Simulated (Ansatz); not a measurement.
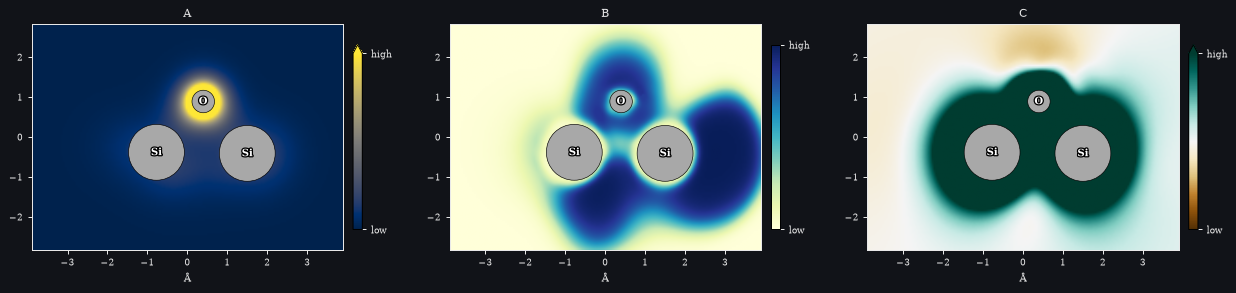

Cl2OSi2 (SMILES Cl[Si]1(Cl)O[Si]1): 3 fields on the plane of atoms Si4, O3 and Si5, with unlabelled colour scales. Grey discs cover the atomic cores.

Geometry: PBE0-D3(BJ)/pcseg-1.

The calculation used isolated molecule in a Gaussian basis; Kohn-Sham density functional theory, functional PBE0 (Ansatz 0.2.0).

Q: Match the panels to the quantities (electron density, electron localisation function and electrostatic potential).

A: Panel A: electron density. Panel B: electron localisation function. Panel C: electrostatic potential (strongly positive close to the atoms, with negative regions outside electron-rich atoms). From the grid: Si–O (1.70 Å): ρ at the midpoint is about 1.1 e/Å³; the ELF peaks at about 0.85 between the atoms (a polar covalent bond). Si–Si (2.27 Å): the density is about 0.54 e/Å³ at the midpoint; the ELF reaches about 0.60 near the midpoint.
